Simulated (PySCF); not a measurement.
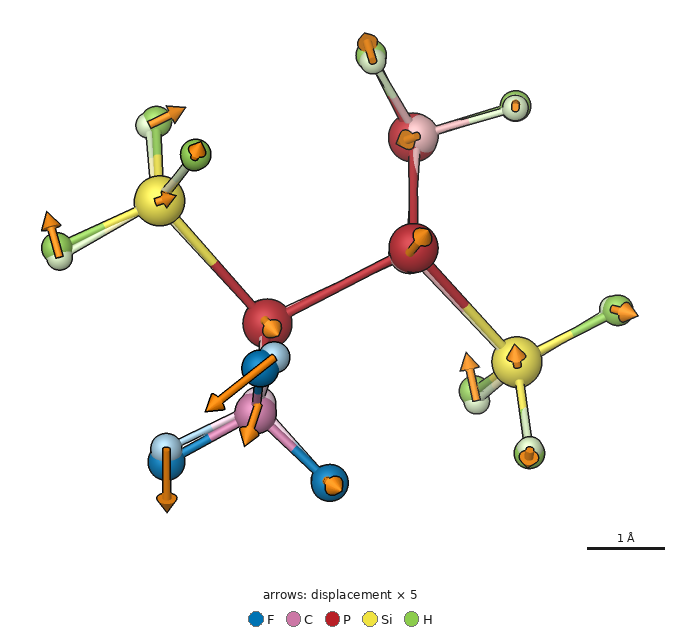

A relaxation of CH8F3P3Si2. The starting structure is drawn faded, the final one solid; orange arrows show the displacements, 5 times their true length. The two geometries are superimposed by the best rigid fit.

A ball-and-stick model, seen at a tilt.

The start comes from GFN2-xTB.

The calculation used PBE0-D3(BJ)/def2-SVP geometry optimisation, gas phase (PySCF 2.14.0, density-fitted response routines). 

Q: What did the optimiser do to the structure, and how much energy did it gain?

A: The largest move after the best rigid fit is that of an F atom, 0.25 Å. By element the largest moves are F 0.25 Å, H 0.21 Å, P 0.14 Å, C 0.13 Å, Si 0.07 Å. Some distances before and after: P–P 2.171 → 2.249 Å, H–P 1.392 → 1.430 Å, H–Si 1.461 → 1.489 Å, C–P 1.870 → 1.898 Å. Bond angles that change, for instance: P–P–Si 99.0° → 94.9°, P–P–P 97.6° → 93.6°, C–P–P 93.1° → 96.9°. After 8 geometry steps the energy has fallen by 22.2 kJ/mol. Largest force component: 1.3 eV/Å at the start, 0.013 eV/Å at the end. The run took roughly 5 core-minutes on a shared host.
